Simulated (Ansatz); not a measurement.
**BF (SMILES [B]F) at RPA@PBE/def2-TZVPPD**

What is the electronic atomisation energy of BF at RPA@PBE/def2-TZVPPD? 

The calculation is run with Ansatz 0.2.0.

39 further runs of the same task are left out: 1 that didn't finish, 38 set aside as unsound or not needed.

**1. Starting point**

BF: 2 atoms, total charge 0, spin state singlet. SMILES: `[B]F`. The coordinates come from a PBE0-D4/def2-TZVP relaxation.

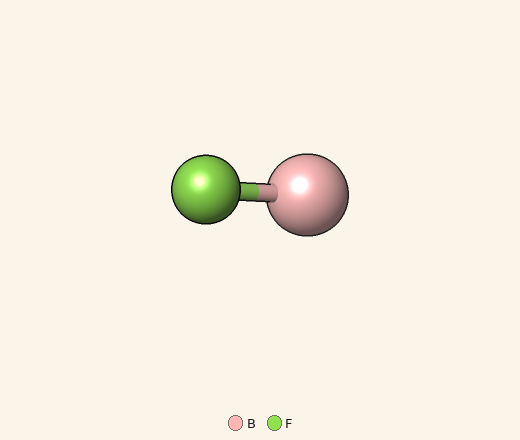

Viewed from a chosen angle; boron pink, fluorine green.

**2. A single-point energy at RPA@PBE/def2-TZVPPD**

Input file job.yaml:

```yaml
crystal:
  periodic: [false, false, false]
  atoms:
    - {symbol: B, position_ang: [0.000000, -0.000000, -0.009350]}
    - {symbol: F, position_ang: [-0.000000, 0.000000, 1.253740]}
basis:
  gaussian:
    orbitals: def2-TZVPPD.json
hamiltonian:
  xc: pbe
correlation:
  method: rpa
  frozen_orbitals: {B: 1, F: 1}
accuracy: high
```

The basis set def2-TZVPPD is read from a file made from the Basis Set Exchange's data (not shown).

Launch:

```bash
$ ansatz run job.yaml --threads 1 --pin off --max-ram 3480MiB --events-out events.jsonl --progress --plain --runs-dir runs
```

The program printed:

```text
Warning: RAYON_NUM_THREADS=1 ignored (pool sized by the plan → 1); use --threads N
Functional definition: PBE
  name "PBE"
  parameter kappa = 0.804
  parameter beta = 0.06672455060314922
  exchange = pbe_x(kappa = kappa, mu = beta*pi^2/3)
  correlation = pbe_c(beta = beta)
1035 factors; integrals over basis functions are off by at most 3.7e-9 eV
mean field evaluation 1: about -3388.9980 eV, gradient 2.6e1 eV
mean field evaluation 2: about -3388.9985 eV, gradient 2.6e1 eV
mean field evaluation 4: about -3389.7890 eV, gradient 7.6e0 eV
mean field evaluation 8: about -3389.9189 eV, gradient 1.6e-2 eV
mean field evaluation 16: about -3389.9189 eV, gradient 1.1e-8 eV
mean field -3389.91888721 eV, -124.5772213355 hartree, gradient 1.3e-8 eV, S^2 0.000000; 0 other end points of the search recorded, 0 dependent functions left out
2 core orbitals not correlated: weight in the atoms' cores, before any rotation towards them, 1.000 or more for the frozen orbitals, at most 0.000 for the correlated occupied ones
reference -3378.09418503 eV, -124.1426715452 hartree; 5, 5 occupied and 70, 70 virtual orbitals, 1035 factors
Total energy: -3392.03308367 eV, -124.6549166222 hartree
```

It took 2.5 s on 1 thread of Arm Neoverse V1, shared host; peak memory 0.16 GiB.

**3. The B atom**

Input file input.yaml:

```yaml
crystal:
  periodic: [false, false, false]
  atoms:
    - {symbol: B, position_ang: [0.000000, 0.000000, 0.000000]}
basis:
  gaussian: {orbitals: def2-TZVPPD.json}
magnetization: {spin_polarized: true, initial_magnetization: 1}
hamiltonian: {xc: {name: PBE}}
correlation: {method: rpa, frozen_orbitals: {B: 1}}
accuracy: high
```

The basis set def2-TZVPPD is read from a file made from the Basis Set Exchange's data (not shown).

Run the same way, it converges to -24.65491 Eh (log not shown).

**4. The F atom, same level**

Input file molecule.yaml:

```yaml
crystal:
  periodic: [false, false, false]
  atoms:
    - {symbol: F, position_ang: [0.000000, 0.000000, 0.000000]}
basis:
  gaussian:
    orbitals: def2-TZVPPD.json
total_charge: 0
magnetization:
  spin_polarized: true
  initial_magnetization: 1
hamiltonian:
  xc: {name: PBE}
correlation:
  method: rpa
  frozen_orbitals: {F: 1}
accuracy: high
```

The basis set def2-TZVPPD is read from a file made from the Basis Set Exchange's data (not shown).

Run the same way, it converges to -99.73956 Eh (log not shown).

**5. Summary of results**

At RPA@PBE/def2-TZVPPD, 2 core orbitals frozen:

| quantity | value |
| --- | --- |
| molecule: total energy | -124.65492 Eh |
| molecule: RPA correlation energy (valence) | -512.2 mEh |
| B atom: total energy | -24.65491 Eh |
| B atom: RPA correlation energy (valence) | -125.8 mEh |
| B atom: ⟨S²⟩ of the reference determinant | 0.753 |
| F atom: total energy | -99.73956 Eh |
| F atom: RPA correlation energy (valence) | -335.6 mEh |
| F atom: ⟨S²⟩ of the reference determinant | 0.751 |
| electronic atomisation energy | 7.087 eV |

In words: Taking the molecule apart into free atoms costs 7.09 eV (163 kcal/mol), before zero-point energy and without spin-orbit coupling.
